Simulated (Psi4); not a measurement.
# Si2 (disilicon): U-wB97X-D/def2-TZVPD (density fitting with cc-pvdz-jkfit, sweep point 2)

What is the vertical electron affinity of Si2 (disilicon) at U-wB97X-D/def2-TZVPD (density fitting with cc-pvdz-jkfit, sweep point 2)? The job is set up through a Python script.

The calculation is run with Psi4 1.11.

2 further runs of the same task are left out: 2 set aside as unsound or not needed.

**1. Starting point**

Si2 has 2 atoms, charge 0, and is taken as a triplet. SMILES: `[Si]=[Si]`. The coordinates come from a GFN2-xTB relaxation.

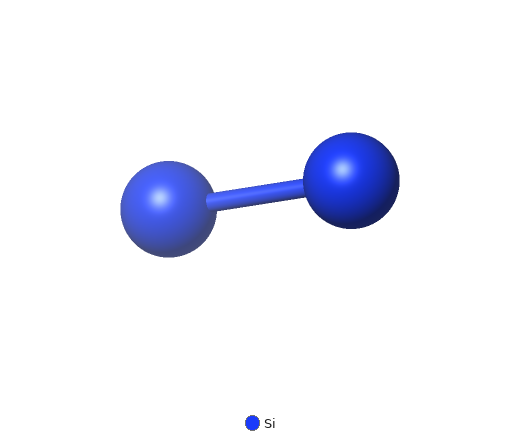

Viewed from a chosen angle; silicon blue.

**2. A single-point energy at U-wB97X-D/def2-TZVPD (density fitting with cc-pvdz-jkfit, sweep point 2)**

Input file job.py:

```python
import psi4

psi4.set_memory('1600 MB')
psi4.set_num_threads(1)
psi4.set_output_file('run.log', False)

mol = psi4.geometry("""
0 3
Si     0.000000     0.000000     0.000000
Si     0.000000     0.000000     2.174210
symmetry c1
""")

psi4.set_options({
    'reference': 'uks',
    'puream': True,
    'scf_type': 'df',
    'dft_radial_points': 99,
    'dft_spherical_points': 590,
    'df_basis_scf': 'cc-pvdz-jkfit',
    'maxiter': 150,
})

energy_value = psi4.energy('wb97x-d/def2-TZVPD')
print(f'wb97x-d/def2-TZVPD energy: {energy_value:.10f} Eh')
for k, v in sorted(psi4.core.scalar_variables().items()):
    print(f'{k:45s} {v:18.10f}')
```

The run is started by

```console
$ python job.py
```

run.log:

```text
[...]
  Running in c1 symmetry.
[...]
  Nuclear repulsion =   47.704100933819646
[...]
  Multiplicity = 3
[...]
  Nalpha       = 15
  Nbeta        = 13
[...]
    Number of basis functions: 86
[...]
   @DF-UKS iter   1:  -578.79436844788256   -6.43839e-01   4.13841e-03 DIIS/ADIIS
[...]
   @DF-UKS iter   8:  -578.83544433954216   -2.91307e-08   1.80511e-07 DIIS
[...]
   @S^2 Observed:                2.007839206E+00
[...]
    Orbital Energies [Eh]
    ---------------------
    Alpha Occupied:
       1A    -66.299311     2A    -66.299287     3A     -5.420216
       4A     -5.419971     5A     -3.766844     6A     -3.766719
       7A     -3.765903     8A     -3.764493     9A     -3.760757
      10A     -3.760634    11A     -0.641938    12A     -0.467438
      13A     -0.321152    14A     -0.308766    15A     -0.286188
    Alpha Virtual:
      16A     -0.024086    17A     -0.009376    18A      0.062568
      19A      0.070493    20A      0.121234    21A      0.121508
      22A      0.127495    23A      0.134354    24A      0.152248
      25A      0.158485    26A      0.165360    27A      0.171114
[...]
  @DF-UKS Final Energy:  -578.83544433954216
   => Energetics <=
    Nuclear Repulsion Energy =             47.7041009338196460
    One-Electron Energy =                -896.9410773798397258
    Two-Electron Energy =                 300.6939325850592013
    DFT Exchange-Correlation Energy =     -30.2923773165058527
    Empirical Dispersion Energy =          -0.0000231620754675
    VV10 Nonlocal Energy =                  0.0000000000000000
    Total Energy =                       -578.8354443395421640
[...]
 Multipole Moments:
 ------------------------------------------------------------------------------------
     Multipole            Electronic (a.u.)      Nuclear  (a.u.)        Total (a.u.)
 ------------------------------------------------------------------------------------
 L = 1.  Multiply by 2.5417464519 to convert [e a0] to [Debye]
 Dipole X            :         -0.0000000            0.0000000           -0.0000000
 Dipole Y            :          0.0000000            0.0000000            0.0000000
 Dipole Z            :          0.0000000            0.0000000            0.0000000
 Magnitude           :                                                    0.0000000
[...]
```

On the terminal:

```text
wb97x-d/def2-TZVPD energy: -578.8354443395 Eh
CURRENT ENERGY                                   -578.8354443395
CURRENT REFERENCE ENERGY                         -578.8354443395
DD SOLVATION ENERGY                                 0.0000000000
DFT FUNCTIONAL TOTAL ENERGY                      -578.8354211775
DFT TOTAL ENERGY                                 -578.8354443395
DFT VV10 ENERGY                                     0.0000000000
DFT XC ENERGY                                     -30.2923773165
DISPERSION CORRECTION ENERGY                       -0.0000231621
GRID ELECTRONS ALPHA                               15.0000001250
GRID ELECTRONS BETA                                13.0000001192
GRID ELECTRONS TOTAL                               28.0000002442
NUCLEAR REPULSION ENERGY                           47.7041009338
ONE-ELECTRON ENERGY                              -896.9410773798
PCM POLARIZATION ENERGY                             0.0000000000
PE ENERGY                                           0.0000000000
SCF ITERATION ENERGY                             -578.8354443395
SCF ITERATIONS                                      8.0000000000
SCF TOTAL ENERGY                                 -578.8354443395
TWO-ELECTRON ENERGY                               300.6939325851
WB97X-D DISPERSION CORRECTION ENERGY               -0.0000231621
XC GRID RADIAL POINTS                              99.0000000000
XC GRID SPHERICAL POINTS                          590.0000000000
XC GRID TOTAL POINTS                           112054.0000000000
```

It took 11 s on 1 thread of Intel Xeon Platinum 8175M at 2.50GHz (Skylake/Cascade Lake), shared host; peak memory 0.48 GiB.

**3. The doublet anion**

Input file job.py:

```python
import psi4

psi4.set_memory(1600000000)
psi4.set_num_threads(1)
psi4.set_output_file('output.dat', False)

m = psi4.geometry("""
-1 2
Si     0.000000     0.000000     0.000000
Si     0.000000     0.000000     2.174210
units angstrom
symmetry c1
""")

options = {'basis': 'def2-TZVPD', 'reference': 'uks', 'puream': True, 'scf_type': 'df', 'dft_radial_points': 99, 'dft_spherical_points': 590, 'df_basis_scf': 'cc-pvdz-jkfit', 'maxiter': 150}
psi4.set_options(options)

energy_value = psi4.energy('wb97x-d')
print('E =', round(energy_value, 9))
```

The run is started by

```console
$ python job.py
```

output.dat:

```text
[...]
  Running in c1 symmetry.
[...]
  Nuclear repulsion =   47.704100933819646
[...]
  Multiplicity = 2
[...]
  Nalpha       = 15
  Nbeta        = 14
[...]
    Number of basis functions: 86
[...]
   @DF-UKS iter   1:  -578.78296437657025   -6.32435e-01   5.48570e-03 DIIS/ADIIS
[...]
   @DF-UKS iter   8:  -578.90651231922504   -1.24055e-07   4.63003e-07 DIIS
[...]
   @S^2 Observed:                7.606897223E-01
[...]
    Orbital Energies [Eh]
    ---------------------
    Alpha Occupied:
       1A    -66.066889     2A    -66.066865     3A     -5.188522
       4A     -5.188290     5A     -3.535390     6A     -3.533990
       7A     -3.531007     8A     -3.531007     9A     -3.530881
      10A     -3.530881    11A     -0.403640    12A     -0.245166
      13A     -0.106985    14A     -0.070784    15A     -0.070784
    Alpha Virtual:
      16A      0.181164    17A      0.181164    18A      0.192008
      19A      0.220685    20A      0.267551    21A      0.281329
      22A      0.281330    23A      0.305944    24A      0.311991
      25A      0.311991    26A      0.315891    27A      0.315891
[...]
  @DF-UKS Final Energy:  -578.90651231922504
   => Energetics <=
    Nuclear Repulsion Energy =             47.7041009338196460
    One-Electron Energy =                -903.3430893847108791
    Two-Electron Energy =                 307.1071243736060978
    DFT Exchange-Correlation Energy =     -30.3746250798645185
    Empirical Dispersion Energy =          -0.0000231620754675
    VV10 Nonlocal Energy =                  0.0000000000000000
    Total Energy =                       -578.9065123192250439
[...]
 Multipole Moments:
 ------------------------------------------------------------------------------------
     Multipole            Electronic (a.u.)      Nuclear  (a.u.)        Total (a.u.)
 ------------------------------------------------------------------------------------
 L = 1.  Multiply by 2.5417464519 to convert [e a0] to [Debye]
 Dipole X            :         -0.0000000            0.0000000           -0.0000000
 Dipole Y            :          0.0000000            0.0000000            0.0000000
 Dipole Z            :          0.0000000            0.0000000            0.0000000
 Magnitude           :                                                    0.0000000
[...]
```

On the terminal:

```text
E = -578.906512319
```

Run time: 11 s. Hardware: 1 thread of Intel Xeon Platinum 8175M at 2.50GHz (Skylake/Cascade Lake), shared host; peak memory 0.49 GiB.

**4. Summary of results**

At U-wB97X-D/def2-TZVPD (density fitting with cc-pvdz-jkfit, sweep point 2):

| quantity | value |
| --- | --- |
| triplet Si2: total energy | -578.83544 Eh |
| triplet Si2: dipole moment | 0.00 D |
| triplet Si2: HOMO energy (highest over α and β) | -7.41 eV |
| triplet Si2: LUMO energy (lowest over α and β) | -2.37 eV |
| triplet Si2: dispersion energy | -0.06 kJ/mol |
| triplet Si2: ⟨S²⟩ | 2.008 |
| doublet anion: total energy | -578.90651 Eh |
| doublet anion: HOMO energy (highest over α and β) | -1.78 eV |
| doublet anion: LUMO energy (lowest over α and β) | 2.97 eV |
| doublet anion: dispersion energy | -0.06 kJ/mol |
| doublet anion: ⟨S²⟩ | 0.761 |
| vertical electron affinity (to the doublet anion) | 1.934 eV |

At fixed nuclei the extra electron is bound by 1.93 eV (45 kcal/mol).
